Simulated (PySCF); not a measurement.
# C5H7BS: runs on many settings, part 2 of 2

PySCF 2.14.0. Atoms count from 0. Earlier steps stand in the parts before.

## 4. Shielding tensors: OPBE/ANO-RCC-VDZP in tetrahydrofuran

What the job is given:

```
{"job": {"kind": "nmr", "xc": "OPBE", "basis": "ANO-RCC-VDZP", "solvent": "tetrahydrofuran", "pop": false, "scf": {"level_shift": 0.1}}, "charge": 0, "multiplicity": 1}
B     -1.709806     1.292727    -0.742483
C     -0.372013     0.895133    -0.146518
S      0.757061     2.121270     0.398008
C      1.895378     0.946471     0.883133
C      1.455949    -0.322935     0.650376
C      0.174363    -0.361780     0.067941
C     -0.518838    -1.637718    -0.280499
H     -1.986471     2.425178    -0.836964
H     -2.457763     0.469885    -1.104563
H      2.828713     1.252335     1.314160
H      2.031239    -1.201166     0.888109
H      0.104130    -2.490871    -0.023234
H     -0.740008    -1.672143    -1.345827
H     -1.462613    -1.716858     0.256195
```

Method: GIAO OPBE/ANO-RCC-VDZP NMR shielding, non-relativistic, IEF-PCM tetrahydrofuran.

Output:

```text
final grid: 116600 points
cycle   1  E = -617.4187913579  dE =  7.745e-01  |g| = 3.326e-01  |ddm| = 5.271e+00
cycle   2  E = -617.4143949446  dE =  4.396e-03  |g| = 3.723e-01  |ddm| = 7.175e-01
cycle   3  E = -617.4522472866  dE = -3.785e-02  |g| = 6.040e-02  |ddm| = 3.575e-01
cycle   4  E = -617.4533011930  dE = -1.054e-03  |g| = 1.538e-02  |ddm| = 7.658e-02
cycle   5  E = -617.4533530246  dE = -5.183e-05  |g| = 6.650e-03  |ddm| = 2.366e-02
cycle   6  E = -617.4533647208  dE = -1.170e-05  |g| = 2.036e-03  |ddm| = 8.150e-03
cycle   7  E = -617.4533657155  dE = -9.947e-07  |g| = 7.386e-04  |ddm| = 2.346e-03
cycle   8  E = -617.4533658567  dE = -1.412e-07  |g| = 1.338e-04  |ddm| = 6.878e-04
cycle   9  E = -617.4533658617  dE = -5.003e-09  |g| = 5.008e-05  |ddm| = 1.887e-04
cycle  10  E = -617.4533658623  dE = -5.973e-10  |g| = 1.926e-05  |ddm| = 6.177e-05
level shift removed, Fock matrix diagonalised once more
converged SCF energy = -617.4533658623

GIAO shielding tensors (ppm)
atom      isotropic    diamagn.    paramagn.     s11        s22        s33       span
  0 B       48.957     195.949    -146.992      3.810      9.269    133.792    129.982
  1 C       48.079     247.666    -199.588    -26.352     28.653    141.934    168.286
  2 S      293.203    1069.993    -776.791    182.066    315.112    382.430    200.364
  3 C       48.832     250.015    -201.182    -43.897     38.618    151.776    195.674
  4 C       60.618     249.278    -188.661     -8.078     53.056    136.875    144.953
  5 C       35.940     247.886    -211.945    -25.546    -11.067    144.435    169.981
  6 C      173.312     243.323     -70.011    159.803    168.225    191.907     32.104
  7 H       25.168      31.446      -6.278     20.399     26.261     28.846      8.446
  8 H       24.607      32.522      -7.915     19.595     25.889     28.337      8.743
  9 H       23.073      30.527      -7.454     20.926     22.430     25.863      4.937
 10 H       23.937      32.212      -8.275     21.057     23.944     26.811      5.754
 11 H       29.108      30.328      -1.220     23.730     29.330     34.265     10.535
 12 H       28.727      30.531      -1.804     24.110     27.637     34.434     10.324
 13 H       28.731      30.529      -1.798     24.125     27.625     34.443     10.319
```

Run time: 28 s. Hardware: 1 thread of Intel Xeon Platinum 8488C, shared host; peak memory 0.75 GiB.

No reference compound was run at this level, so shieldings alone are listed. Atoms listed in one row are averaged.

```
        atoms                                          environment  σ (ppm)
           C5                          substituted aromatic carbon     35.9
           C1  substituted aromatic carbon next to the ring sulfur     48.1
           C3                  aromatic CH next to the ring sulfur     48.8
           C4                                          aromatic CH     60.6
           C6                    methyl carbon on an aromatic ring    173.3
           H9   hydrogen on an aromatic CH next to the ring sulfur    23.07
          H10                           hydrogen on an aromatic CH    23.94
       H7, H8                      hydrogen on a boron bonded to C    24.89
H11, H12, H13      hydrogen on a methyl carbon on an aromatic ring    28.86
           B0                               boron bonded to C, 2 H     49.0
           S2                                 aromatic ring sulfur      293
```

Ring of atoms C1, S2, C3, C4, C5: NICS(0) -10.6, NICS(1) -9.9, NICS(1)zz -25.0 ppm (means of both faces).

## 5. Excited states and response: wB97X/IGLO-II

Settings changed since step 4:

```diff
@@ -1,2 +1,2 @@
-{"job": {"kind": "nmr", "xc": "OPBE", "basis": "ANO-RCC-VDZP", "solvent": "tetrahydrofuran", "pop": false, "scf": {"level_shift": 0.1}}, "charge": 0, "multiplicity": 1}
+{"job": {"kind": "uv", "xc": "wB97X", "basis": "IGLO-II", "nstates": 3, "ntriplets": 5, "tda": false, "scf": {"damp": 0.2}}, "charge": 0, "multiplicity": 1}
 B     -1.709806     1.292727    -0.742483
```

Level: TDDFT wB97X/IGLO-II, vertical, gas phase, core orbitals frozen in the response.

Output:

```text
damping 0.20 in the first 6 cycles
final grid: 116600 points
cycle   1  E = -617.6999125663  dE =  1.426e+00  |g| = 3.223e-01  |ddm| = 3.200e+00
cycle   2  E = -617.7255976347  dE = -2.569e-02  |g| = 1.486e-01  |ddm| = 3.771e-01
cycle   3  E = -617.7300906214  dE = -4.493e-03  |g| = 9.011e-02  |ddm| = 2.010e-01
cycle   4  E = -617.7314272254  dE = -1.337e-03  |g| = 6.408e-02  |ddm| = 1.125e-01
cycle   5  E = -617.7319632697  dE = -5.360e-04  |g| = 4.508e-02  |ddm| = 8.308e-02
cycle   6  E = -617.7318059804  dE =  1.573e-04  |g| = 5.266e-02  |ddm| = 6.887e-02
cycle   7  E = -617.7315670145  dE =  2.390e-04  |g| = 6.085e-02  |ddm| = 8.212e-02
cycle   8  E = -617.7324920506  dE = -9.250e-04  |g| = 1.061e-03  |ddm| = 4.373e-02
cycle   9  E = -617.7324925160  dE = -4.654e-07  |g| = 5.344e-04  |ddm| = 1.330e-03
cycle  10  E = -617.7324927220  dE = -2.060e-07  |g| = 1.176e-04  |ddm| = 1.330e-03
cycle  11  E = -617.7324927404  dE = -1.843e-08  |g| = 5.454e-05  |ddm| = 3.716e-04
cycle  12  E = -617.7324927429  dE = -2.457e-09  |g| = 2.008e-05  |ddm| = 1.346e-04
cycle  13  E = -617.7324927431  dE = -2.358e-10  |g| = 7.321e-06  |ddm| = 4.690e-05
converged SCF energy = -617.7324927431

Static polarisability (au): isotropic 82.715, principal 45.779 95.443 106.923

Singlet excitations
state   eV       nm        f      main configurations
  1   4.7878    259.0   0.20244   H->L 0.93
  2   4.9318    251.4   0.12711   H-1->L 0.89
  3   5.9123    209.7   0.00063   H-2->L 0.89

Triplet excitations (Tamm-Dancoff, eV): 3.1528 3.8044 5.5196 5.6556 5.8881
```

It took 30 s on 1 thread of Intel Xeon Platinum 8488C, shared host; peak memory 0.97 GiB.

The orbitals next to the gap, with their largest atomic shares:

```
orbital      eV                      atoms
 HOMO−3  -12.15  B0 27 %, H7 19 %, S2 16 %
 HOMO−2  -11.62  S2 26 %, B0 24 %, H8 17 %
 HOMO−1   -9.49  C4 34 %, S2 28 %, C1 16 %
   HOMO   -9.24  C5 24 %, S2 24 %, C1 22 %
   LUMO    0.04  B0 46 %, C5 17 %, C3 15 %
 LUMO+1    2.51  B0 26 %, C4 23 %, C3 20 %
 LUMO+2    3.00  S2 44 %, C1 11 %, C3 10 %
```

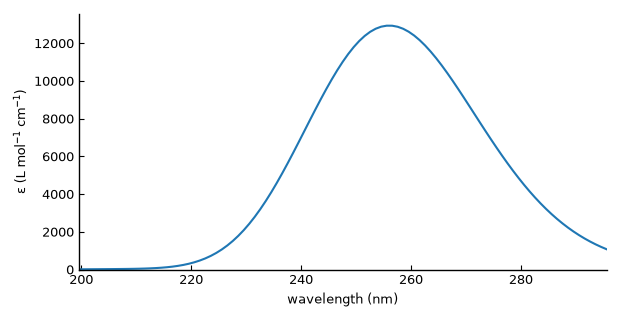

Absorption spectrum: each of the 3 states is a Gaussian band of 0.4 eV half-width at 1/e. Beyond the last state computed it falls off for lack of states.

Further results of this job:

```
           property  computed
  dipole moment (D)      1.97
polarisability (Å³)     12.26
 HOMO–LUMO gap (eV)      9.28
      −ε(HOMO) (eV)      9.24
```

## 6. TDDFT and polarisability: BLYP/6-311+G(2d,p)

Settings changed since step 5:

```diff
@@ -1,2 +1,2 @@
-{"job": {"kind": "uv", "xc": "wB97X", "basis": "IGLO-II", "nstates": 3, "ntriplets": 5, "tda": false, "scf": {"damp": 0.2}}, "charge": 0, "multiplicity": 1}
+{"job": {"kind": "uv", "xc": "BLYP", "basis": "6-311+G(2d,p)", "nstates": 6, "ntriplets": 2, "tda": true, "scf": {"conv": 1e-08}}, "charge": 0, "multiplicity": 1}
 B     -1.709806     1.292727    -0.742483
```

Level: TDA BLYP/6-311+G(2d,p), vertical, gas phase, core orbitals frozen in the response.

Output:

```text
final grid: 116600 points
cycle   1  E = -617.6286075936  dE =  7.831e-01  |g| = 6.153e-01  |ddm| = 6.906e+00
cycle   2  E = -617.3641236831  dE =  2.645e-01  |g| = 1.116e+00  |ddm| = 3.381e+00
cycle   3  E = -617.7018082431  dE = -3.377e-01  |g| = 3.097e-01  |ddm| = 3.086e+00
cycle   4  E = -617.7289987161  dE = -2.719e-02  |g| = 8.561e-02  |ddm| = 4.990e-01
cycle   5  E = -617.7304109545  dE = -1.412e-03  |g| = 4.043e-02  |ddm| = 1.655e-01
cycle   6  E = -617.7307870751  dE = -3.761e-04  |g| = 1.499e-02  |ddm| = 7.541e-02
cycle   7  E = -617.7308293815  dE = -4.231e-05  |g| = 8.670e-03  |ddm| = 2.247e-02
cycle   8  E = -617.7308500725  dE = -2.069e-05  |g| = 1.691e-03  |ddm| = 1.259e-02
cycle   9  E = -617.7308508955  dE = -8.230e-07  |g| = 4.030e-04  |ddm| = 3.327e-03
cycle  10  E = -617.7308509350  dE = -3.948e-08  |g| = 1.273e-04  |ddm| = 7.736e-04
cycle  11  E = -617.7308509385  dE = -3.539e-09  |g| = 5.238e-05  |ddm| = 1.950e-04
converged SCF energy = -617.7308509385

Static polarisability (au): isotropic 95.368, principal 58.728 107.462 119.912

Singlet excitations
state   eV       nm        f      main configurations
  1   4.0659    304.9   0.05287   H->L 0.57, H-1->L 0.34
  2   4.6752    265.2   0.31057   H-1->L 0.56, H->L 0.31
  3   5.0482    245.6   0.00043   H-2->L 1.00
  4   5.5143    224.8   0.00081   H-3->L 0.93
  5   5.5802    222.2   0.00125   H->L+2 0.89
  6   5.6754    218.5   0.00548   H->L+3 0.94

Triplet excitations (Tamm-Dancoff, eV): 2.9147 3.3010
```

Wall time 35 s (1 thread of Intel Xeon Platinum 8488C, shared host); peak memory 0.84 GiB.

Key values: HOMO -5.96 eV, LUMO -2.66 eV; lowest singlet 4.07 eV.

## 7. Run by run: electronic excitations

Excitations and ground-state properties, with basis size and wall time:

```
               run  lowest singlet (eV)  brightest (eV)      f  gap (eV)  α (Å³)  μ (D)  functions  time
     wB97X/IGLO-II                 4.79            4.79  0.202      9.28   12.26   1.97        209  30 s
BLYP/6-311+G(2d,p)                 4.07            4.68  0.311      3.31   14.13   2.28        239  35 s
```

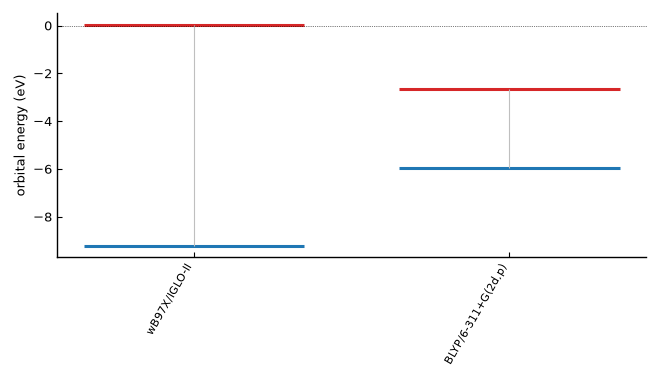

HOMO (blue) and LUMO (red) run by run.

## 8. Outcome

What follows sums up all 2 parts.

| quantity | value |
| --- | --- |
| largest coupling of the table (WP04/IGLO-II) | 1J(C,H) C3–H9, 198.8 Hz |
| shieldings of C, H (OPBE/ANO-RCC-VDZP, tetrahydrofuran, a mean where the table joins atoms) | C5 35.9, C1 48.1, C3 48.8, C4 60.6, C6 173.3, H9 23.1, H10 23.9, H7 24.9 ppm and more |
| lowest singlet (wB97X/IGLO-II) | 4.79 eV (259 nm), f = 0.202 |
| lowest triplet | 3.15 eV |
| range of the lowest singlet | 4.07 to 4.79 eV |
| property runs in this session | 5, of which 1 failed and 0 gave unsound results |

In words: Single values in the summary come from the first sound run of each kind (OPBE/ANO-RCC-VDZP; WP04/IGLO-II; wB97X/IGLO-II), which need not be the best level. In the run at WP04/IGLO-II, the largest coupling of the table is C3–H9, 198.8 Hz, of which the Fermi-contact term gives 198.4 Hz. NICS(1)zz of -25 ppm above the planar ring from C1 marks a diatropic (aromatic) ring current. The lowest singlet, at 4.79 eV, is HOMO→LUMO 0.93 and is bright. The lowest triplet lies 1.63 eV below the lowest singlet (triplets in Tamm-Dancoff, singlets in full TDDFT). The lowest singlet runs from 4.07 eV (BLYP/6-311+G(2d,p)) to 4.79 eV (wB97X/IGLO-II), while the orbital gap spans 3.31 to 9.28 eV. Some runs use the Tamm-Dancoff approximation and others full TDDFT, which shifts states apart from functional and basis. The lowest state need not be the same one in every run. The runs solved for a few states only, so the brightest column depends on that window.
